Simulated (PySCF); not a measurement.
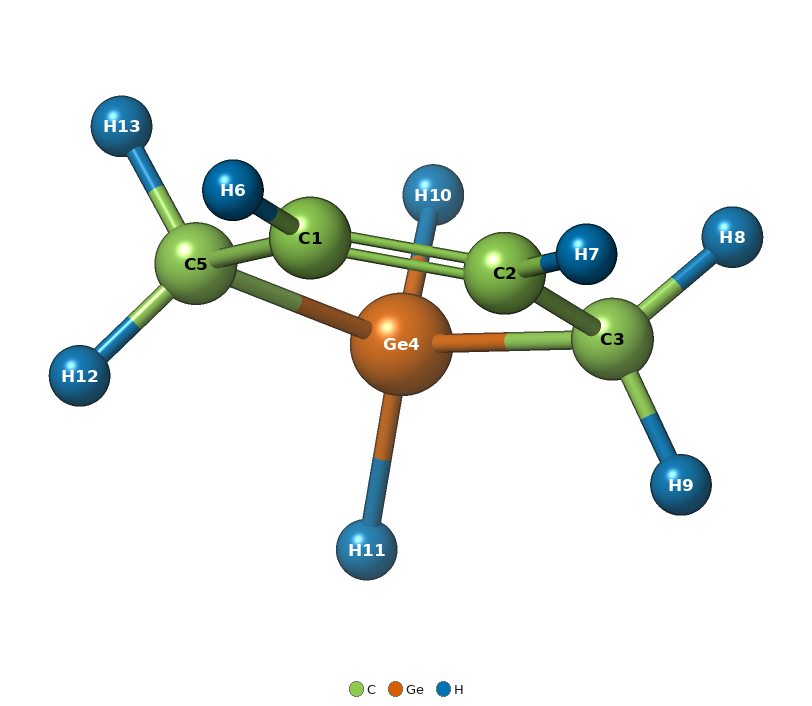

The computed structure is the end point of a PBE0-D3(BJ)/def2-SVP optimisation. No frequency run is at hand to confirm it as a minimum. Level of theory: delta-SCF UKS SCAN, pcX-2 on the ionised atom, pcseg-1 elsewhere, spin-free X2C (PySCF 2.14.0).

Give the core-electron binding energies (to vacuum) of C1 1s, C3 1s.

```tsv
atom	level	binding energy (eV)
C1	1s	290.1
C3	1s	290.2
```
